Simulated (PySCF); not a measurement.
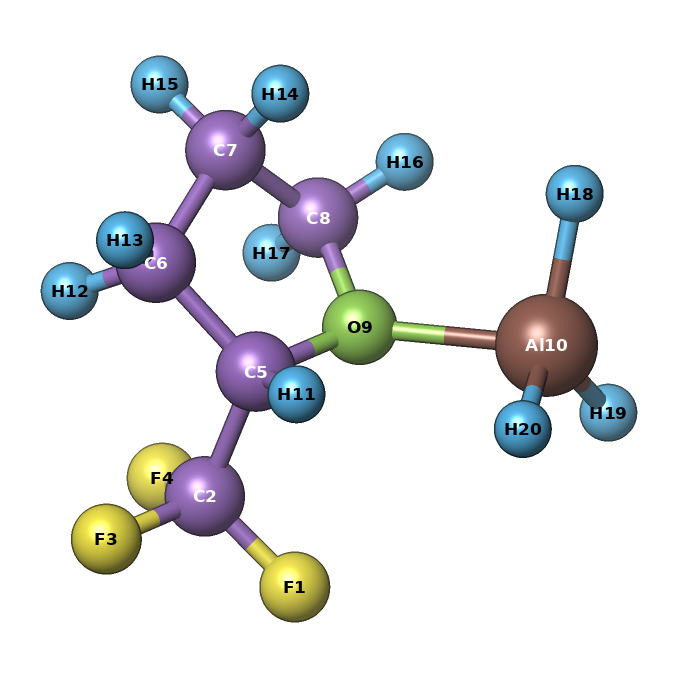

The computed structure is the end point of a PBE0-D3(BJ)/def2-SVP optimisation. No frequency run is at hand to confirm it as a minimum. Method: GIAO PBE0/pcSseg-1 NMR shielding, non-relativistic, gas phase (PySCF 2.14.0), and the same with a continuum solvent (IEF-PCM, Bondi radii x 1.2, gas-phase geometry).

How do dipole (D), HOMO–LUMO gap (eV), σ(Al10) (ppm), σ(F1) (ppm), σ(O9) (ppm) change in benzene (ε = 2.3), water (ε = 78.4)?

```json
{"medium": "gas phase", "dipole (D)": "5.55", "HOMO–LUMO gap (eV)": "7.65", "σ(Al10) (ppm)": "394.8", "σ(F1) (ppm)": "265.4", "σ(O9) (ppm)": "269.0"}
{"medium": "benzene", "dipole (D)": "6.09", "HOMO–LUMO gap (eV)": "7.91", "σ(Al10) (ppm)": "400.8", "σ(F1) (ppm)": "267.8", "σ(O9) (ppm)": "271.0"}
{"medium": "water", "dipole (D)": "6.74", "HOMO–LUMO gap (eV)": "8.14", "σ(Al10) (ppm)": "407.4", "σ(F1) (ppm)": "271.0", "σ(O9) (ppm)": "273.1"}
```
